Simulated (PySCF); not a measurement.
# TeF (charge −1): what the fields show

| atom | x (Å) | y (Å) | z (Å) |
| --- | --- | --- | --- |
| Te | 0.0000 | 0.0000 | -0.2596 |
| F | 0.0000 | 0.0000 | 1.7754 |

Core potentials replace the inner electrons of Te.

Theory: PBE0/aug-cc-pVDZ(-PP), non-relativistic Hamiltonian with scalar-relativistic core potentials where named, at a bond length of 2.035 Å (PySCF 2.14.0).

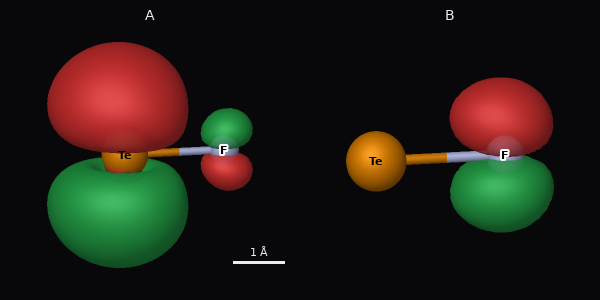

Figure 1. Two frontier orbitals, each drawn at the value that holds 80 % of its norm (green and red are the two phases), in no order; of a degenerate pair one member is drawn.

Question: Name the orbitals and rank them from lowest to highest energy.

Answer: Orbital B: π, occupied, −5.47 eV; mainly on F (90 %).
Orbital A: π, occupied, −0.41 eV; mainly on Te (95 %).

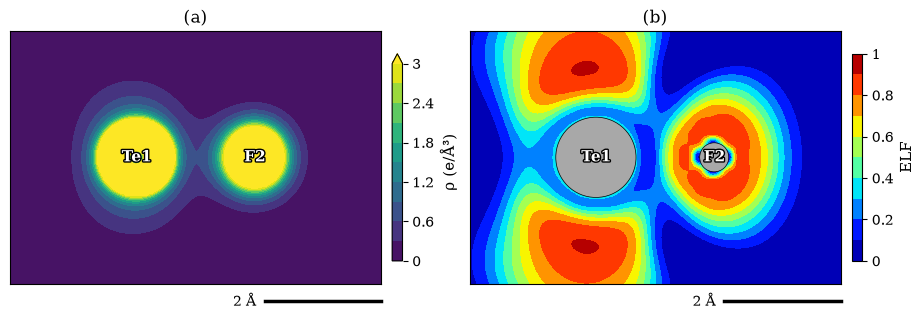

Figure 2. (a) electron density; (b) ELF on a plane that holds the molecular axis. Grey discs cover the atomic cores in the ELF map.

Question: Read the bonding off the picture.

Answer: Atoms in the plane: Te and F.
Te–F (2.03 Å): ρ at the midpoint is about 0.61 e/Å³; the ELF peaks at about 0.80 in the valence shell of F, 0.6 Å from its nucleus, and drops to about 0.15 between the two atoms.
The ELF also peaks beside Te1 and F2, away from the bonds: lone-pair regions.

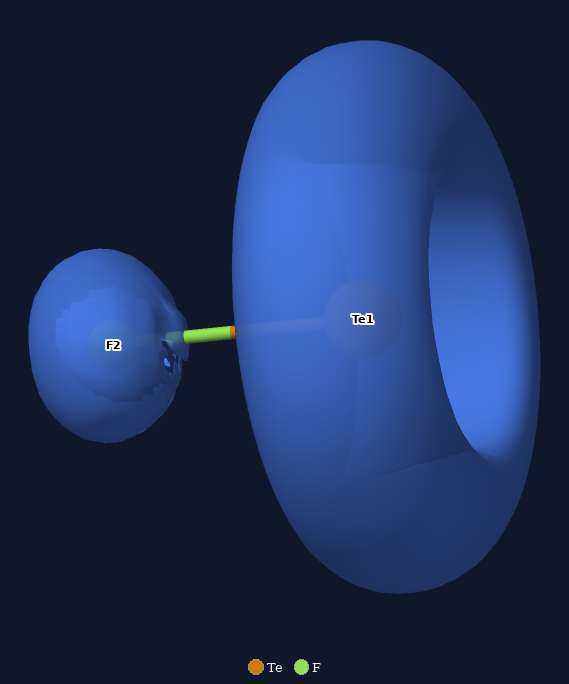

Figure 3. Isosurface of the electron localisation function at 0.8 (blue), seen from one side. Only the valence region is drawn (cores and ρ < 0.01 e/Å³ removed).

Question: Where are the electrons localised?

Answer: The ELF exceeds this value in one region wrapped around F (its lone pairs, merged into a ring or cap) and one region wrapped around Te (its valence shell).
